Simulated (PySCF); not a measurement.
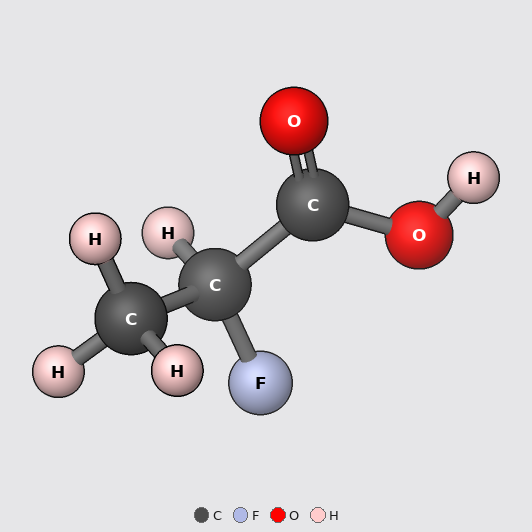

Rendered structure (ball-and-stick style). Double and triple bonds are drawn as two and three sticks.

> What is the molecular formula?

C₃H₅FO₂, 11 atoms: 3 carbon, 5 hydrogen, 1 fluorine and 2 oxygen.

> Name some functional groups or characteristic bonds that it holds.

Among them: carboxylic acid, C–F bond.

More results for the same structure follow; atom numbers are the same in all pictures, views and colours differ. The geometry was computed by an optimisation with PBE0-D3(BJ)/def2-SVP. No frequency run is at hand to confirm it as a minimum.

## Shape

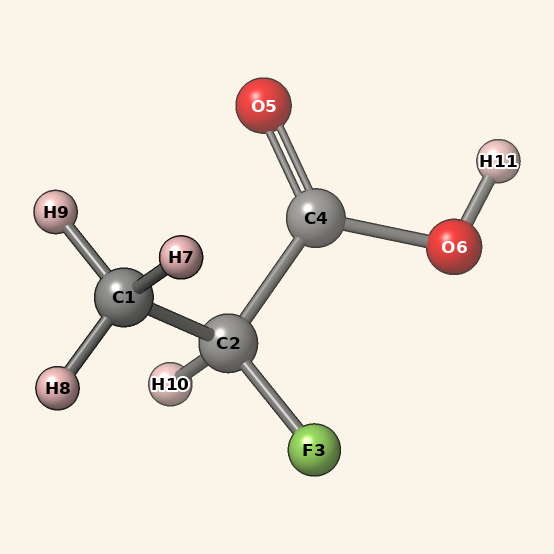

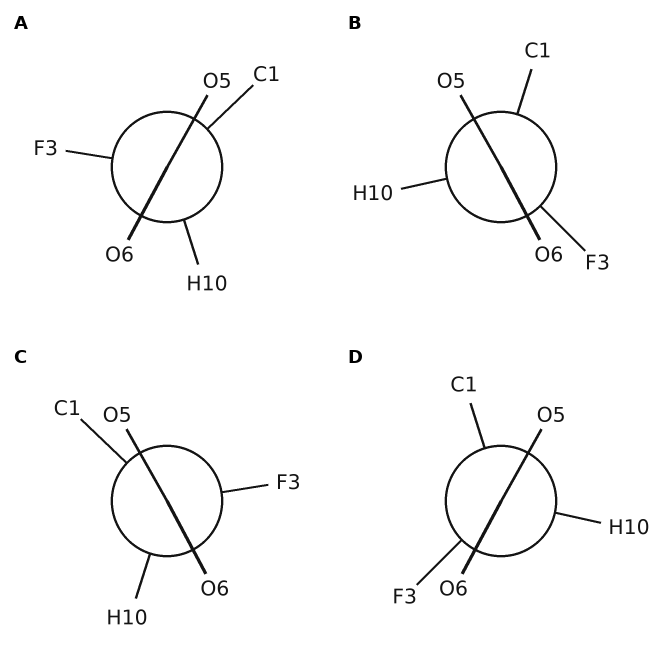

Depth is shown by fading: the farther an atom, the more it takes the colour of the background. Bonds that would overlap in a projection are set slightly apart. No frequency run is at hand to confirm it as a minimum.

> Which Newman projection shows the view along C4–C2, with C4 in front?

D. The torsion angle O6–C4–C2–F3 is 11°, synperiplanar (eclipsed).

## Quadrupole coupling

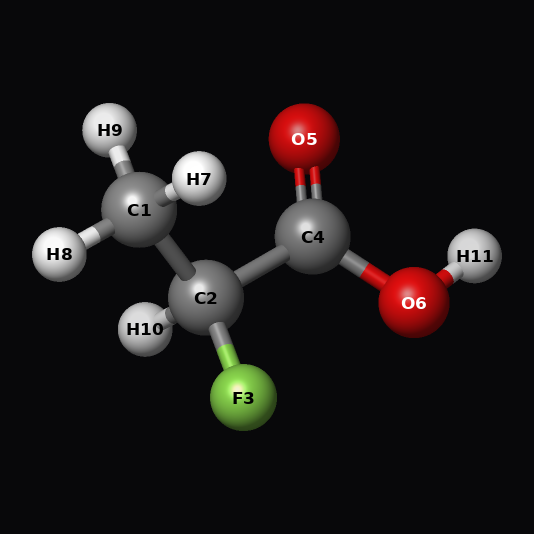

No frequency run is at hand to confirm it as a minimum. Electric field gradients from the ground-state density, PBE0/pcSseg-1 (PySCF 2.14.0), non-relativistic apart from any core potentials.

Give the largest field-gradient component, the quadrupole coupling constant and the asymmetry for 17O at O5 (Q = −25.6 mb), 17O at O6 (Q = −25.6 mb), 2H at H7 (Q = 2.86 mb), 2H at H8 (Q = 2.86 mb), 2H at H9 (Q = 2.86 mb), 2H at H10 (Q = 2.86 mb).

| atom | V_zz (a.u.) | e²qQ/h (MHz) | η |
| --- | --- | --- | --- |
| O5 | −1.546 | 9.30 | 0.13 |
| O6 | 1.561 | −9.39 | 0.47 |
| H7 | 0.290 | 0.195 | 0.05 |
| H8 | 0.293 | 0.197 | 0.04 |
| H9 | 0.290 | 0.195 | 0.04 |
| H10 | 0.265 | 0.178 | 0.06 |

## Electronic properties

No frequency run is at hand to confirm it as a minimum. Properties computed with CAM-B3LYP/def2-SVPD, gas phase (PySCF 2.14.0). Excitations: vertical, linear response.

Predict the main results.

- dipole moment: 0.30 D
- HOMO energy (Kohn–Sham orbital): −9.99 eV
- LUMO energy (Kohn–Sham orbital): 0.66 eV
- HOMO–LUMO gap: 10.65 eV
- mean static polarisability: 45.4 bohr³
- lowest vertical singlet excitation: 5.88 eV
- its oscillator strength: 0.000
- brightest of the 10 lowest singlets: 8.97 eV
- its oscillator strength: 0.11

## Spin–spin coupling

No frequency run is at hand to confirm it as a minimum. Level of theory: B3LYP/pcJ-1 indirect spin-spin coupling, non-relativistic, gas phase (PySCF 2.14.0). Isotopes: 13C, 19F, 1H, 17O.

Give the spin–spin coupling constants of these pairs, with the number of bonds between them: C2/F3, C1/F3, F3/H10, F3/C4, F3/O5, F3/H7, F3/H9, F3/H8, F3/O6.

```
   pair  bonds apart  J (Hz)
 C2, F3            1  −253.1
 C1, F3            2    20.1
F3, H10            2    55.2
 F3, C4            2    20.9
 F3, O5            3     4.0
 F3, H7            3     9.6
 F3, H9            3    51.2
 F3, H8            3     6.7
 F3, O6            3    −6.6
```

Density functionals are unreliable for couplings to fluorine, so those rows may be far off.

## Core levels

No frequency run is at hand to confirm it as a minimum. Level of theory: delta-SCF UKS SCAN, pcX-2 on the ionised atom, pcseg-1 elsewhere, spin-free X2C (PySCF 2.14.0).

Give the core-electron binding energies (to vacuum) of C1 1s, C2 1s, F3 1s, C4 1s, O5 1s, O6 1s.

```tsv
atom	level	binding energy (eV)
C1	1s	291.3
C2	1s	293.8
F3	1s	692.8
C4	1s	295.3
O5	1s	538.3
O6	1s	540.5
```
